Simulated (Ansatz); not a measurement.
**C$_{5}$H$_{5}$ (SMILES C#C/C=C/[CH2]) (doublet): density, localisation and related maps**

```xyz
10

C     0.5427    2.3332    0.4616
C     0.3216    1.1465    0.2939
C     0.0799   -0.2090    0.0935
C    -0.9594   -0.9183    0.7240
C    -1.2029   -2.2466    0.5330
H     0.7357    3.3755    0.6101
H     0.7406   -0.7408   -0.5939
H    -1.6011   -0.3563    1.4049
H    -2.0200   -2.7492    1.0449
H    -0.5855   -2.8431   -0.1385
```

Geometry: PBE0-D3(BJ)/pcseg-1.

Theory: isolated molecule in a Gaussian basis; Kohn-Sham density functional theory, functional PBE0 (Ansatz 0.2.0).

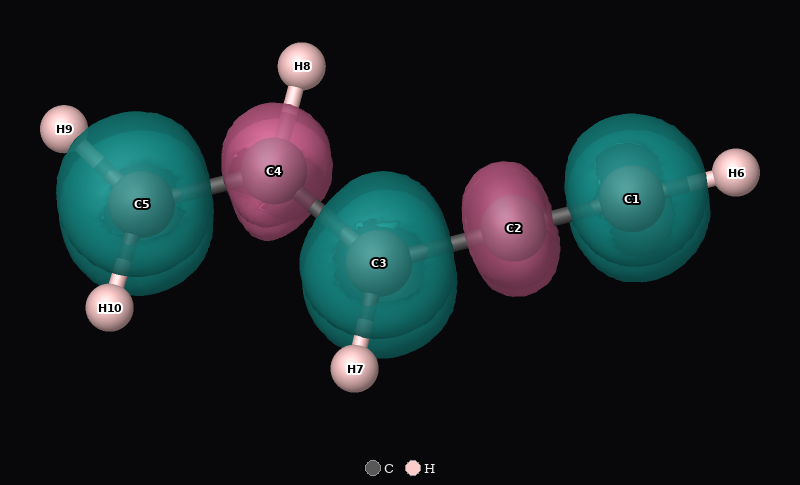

Figure 1. Isosurfaces of the spin density (α minus β) at +0.03 (teal) and −0.03 e/Å³ (pink), seen at a tilt.

Which atoms carry the spin?

Answer. The unpaired spin (1 electron) lies mostly on C3 (about 0.4), C5 (about 0.4) and C1 (about 0.3), in electrons by Hirshfeld's partition, with opposite, polarisation-induced spin on C4.

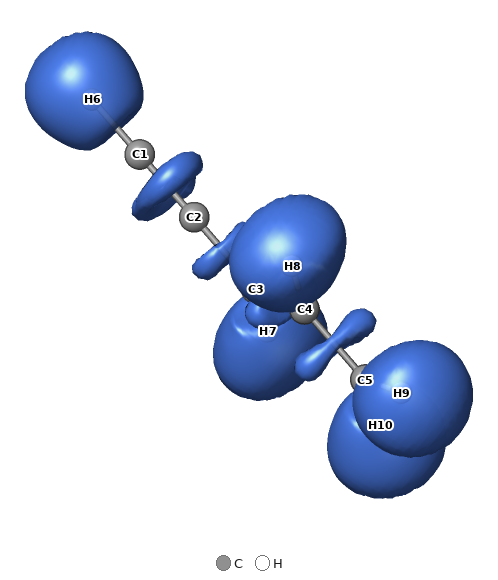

Figure 2. Isosurface of the ELF at 0.85 (blue), seen at an oblique angle. Only the valence region is drawn (cores and ρ < 0.01 e/Å³ removed).

Describe the localisation domains.

Answer. The ELF exceeds this value in four regions between bonded C–C atoms (shared pairs) and five regions around hydrogen nuclei.


C–C (1.22 Å): the ELF peaks at about 0.85 between the atoms; a multiple bond. C–H (1.07 Å): the ELF climbs to about 1 towards the hydrogen, as it does in any bond to H: a covalent bond by its length.

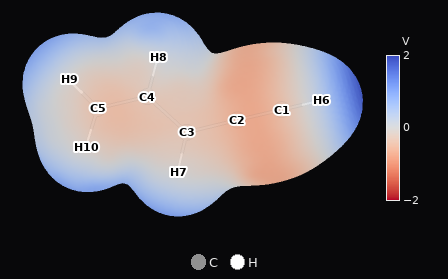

Figure 3. The molecular electrostatic potential painted on the density surface at 0.002 e/bohr³, seen across its widest extent; the colour scale runs from red (negative) to blue (positive).

Which sites attract a positive test charge, and which a negative one?

Answer. A positive charge is drawn to the negative regions and a negative charge to the positive ones. The most negative region (about −0.8 V) lies over C1 and C2, the most positive (about +1.7 V) over H6.

What dipole moment does the calculation give?

Answer. Its dipole moment is 0.39 D.
